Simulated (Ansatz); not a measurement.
# Does disorder add resistance in series? Pt(111) layers displaced at 300 K

Two lengths of the disordered region are known. What area resistance does the third give?

Set-up. Ansatz 0.2.0, plane waves with PAW datasets at their recommended cutoffs (420 eV for most), Fermi-Dirac smearing; ballistic transmission by layer matching. The area resistance is RA = A (h/2e²)(1/T − 1/N), with T the zone-mean transmission per spin and N the lead's channels, both averaged over a few energies near the Fermi level; for magnets each spin is taken apart, with h/e², and the two conduct in parallel. Lateral cell 2x2, PBE, a fresh random draw for each length. Atoms are displaced independently, by 0.0629 Å r.m.s. per direction; each RA is scaled by the nominal over the drawn mean square displacement.

The runs, with one result withheld:

```tsv
length (Å)	channels N	RA (fΩ m²)
9.06	6.753	0.0922
18.1	6.753	0.184
27.2	6.713	?
```

**Fit on the rows shown.**

Ohm's law makes RA linear in the length: the slope is (0.184 − 0.0922)/(18.1 − 9.06) = 0.0102 fΩ m² per Å, or 10 µΩ cm. Then 0.184 + 0.0102 × 9.06. Predicted: 0.277 fΩ m².

**The withheld run.**

0.273 fΩ m², so the prediction is 1.2 % too high. The three lengths together give 10 µΩ cm. The two increments are 0.092 and 0.089 fΩ m², roughly as Ohm's law has it, though with one draw for each length that is a weak test.

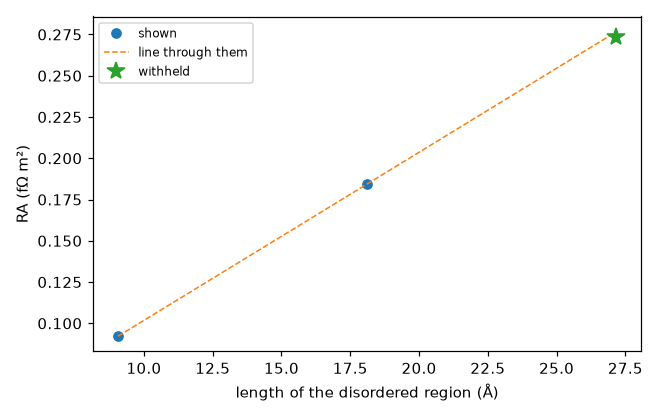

Area resistance against length.

Caveats: The scatterers repeat sideways with the small cell. The slope is a raw one; a model of isotropic scattering puts it 1.06 times the bulk value over these lengths. Spin-orbit coupling is left out, which matters for Pt.

[Logs are printed without paths, hosts, clocks, repeated set-up lines and the standing remarks that a program may print on its own settings, such as how far it seeks lower states.]
